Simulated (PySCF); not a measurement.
Species, as SMILES: C=C=O.
Geometry (B3LYP-D3(BJ)/def2-TZVP, fixed):
```xyz
5

C      0.0091     0.0017    -1.2056
C     -0.0008    -0.0001     0.1027
H      0.0282     0.9401    -1.7377
H     -0.0018    -0.9351    -1.7406
O     -0.0096    -0.0018     1.2620
```

Basis-set convergence of the isotropic shielding of O5 at PBE0 with PySCF. GIAO, no density fitting; atoms are numbered in the order shown. All functions are spherical. No added dispersion term, no relativity. Reference: the value in pcseg-3, -26.13 ppm, itself unsure by roughly 0.60 ppm (its distance from pcSseg-2). Deviations are taken from unrounded values. Cost is core time over that of 6-31G**, rough, on shared machines of one kind; a dash marks a row that isn't timed (too short, read off another run, short of memory, by another algorithm or on other hardware).

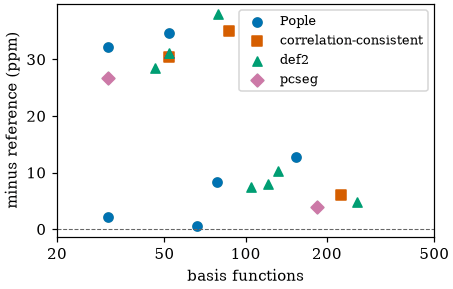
*Deviation from the reference against the number of basis functions, by family of sets.*

| basis | functions | isotropic shielding of O5 (ppm) | minus reference (ppm) | cost |
|---|---|---|---|---|
| 3-21G | 31 | 6.13 | 32.26 | - |
| 6-31G | 31 | -23.96 | 2.16 | - |
| pcseg-0 | 31 | 0.65 | 26.78 | - |
| def2-SV(P) | 46 | 2.35 | 28.48 | - |
| 6-31G** | 52 | 8.54 | 34.67 | 1× |
| cc-pVDZ | 52 | 4.33 | 30.46 | 1× |
| def2-SVP | 52 | 4.91 | 31.04 | 1× |
| 6-311G** | 66 | -25.59 | 0.54 | 2× |
| 6-311+G** | 78 | -17.88 | 8.24 | 2× |
| def2-SVPD | 79 | 11.84 | 37.97 | 2× |
| aug-cc-pVDZ | 87 | 8.85 | 34.98 | 2× |
| def2-TZVP | 105 | -18.68 | 7.44 | 3× |
| def2-TZVPP | 121 | -18.21 | 7.91 | 5× |
| def2-TZVPD | 132 | -15.78 | 10.35 | 6× |
| 6-311++G(3df,3pd) | 153 | -13.36 | 12.77 | 9× |
| aug-pcseg-2 | 184 | -22.30 | 3.83 | 10× |
| cc-pVQZ | 225 | -20.10 | 6.03 | 30× |
| def2-QZVPPD | 258 | -21.40 | 4.72 | 40× |
